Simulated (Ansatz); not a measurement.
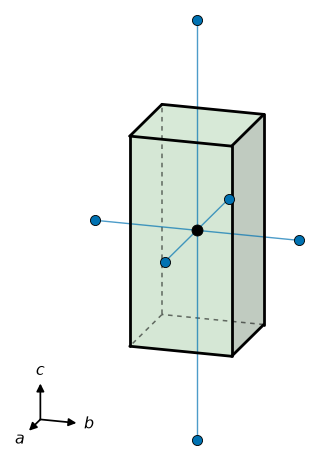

The Wigner–Seitz cell of the crystal's lattice, with lines to the lattice points that define its faces. Crystal: ZrF₂, the end point of a relaxation with DFT PBE, scalar-relativistic, plane waves, PAW in Ansatz 0.2.0; the starting structure was generated, so it need not be a known form of this composition. Geometry calculated from the standardised cell; symmetry tolerance 0.002 Å.

a = 2.869 Å, b = 2.869 Å, c = 5.943 Å, α = 90.00°, β = 90.00°, γ = 90.00°; space group P4/mmm (No. 123).

Which of Fedorov's five parallelohedra is it?

Answer. A parallelepiped: 6 faces (6 with 4 edges), 12 edges, 8 vertices. Its volume is that of the primitive cell, 48.9 Å³.

Which lattice vectors do the faces bisect?

Answer.
```
example  length (Å)  faces  edges of each  area (Å²)
      a        2.87      4              4       17.0
      c        5.94      2              4        8.2
```
